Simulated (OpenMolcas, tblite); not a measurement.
## GeO (SMILES [O]=[Ge]): the dipole moment, rung by rung

GeO has 2 atoms, charge 0, and is taken as a singlet. SMILES: `[O]=[Ge]`. The shape is that of a PBE0-D4/def2-TZVP optimisation.

```xyz
2

O     0.0000    0.0000   -0.0230
Ge    0.0000    0.0000    1.5995
```

Each level gives the dipole moment (D). The values are calculated.

```csv
level,kind,program,value (D),CPU time
GFN1-xTB,semi-empirical,tblite,4.24,under 2 s
GFN2-xTB,semi-empirical,tblite,4.89,under 2 s
HF/cc-pVTZ,Hartree–Fock,OpenMolcas,4.03,4.9 s
SVWN5/cc-pVTZ,LDA,OpenMolcas,2.93,8.8 s
revPBE/cc-pVTZ,GGA,OpenMolcas,2.84,10 s
M06-L/cc-pVTZ,meta-GGA,OpenMolcas,3.15,14 s
M06-2X/cc-pVTZ,hybrid meta-GGA,OpenMolcas,3.54,15 s
PBE0/cc-pVTZ,global hybrid,OpenMolcas,3.22,11 s
```

All-electron rows without a relativistic Hamiltonian named are non-relativistic. The values span 2.84 to 4.89 D. CPU times are rough (shared hosts, several kinds of processor): they show what a rung costs within a factor of a few.

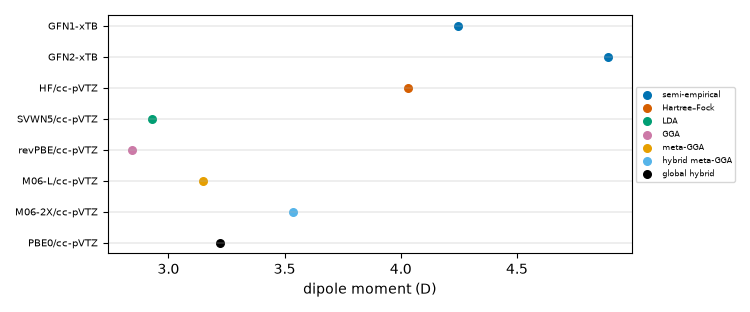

The values of the table, level by level.
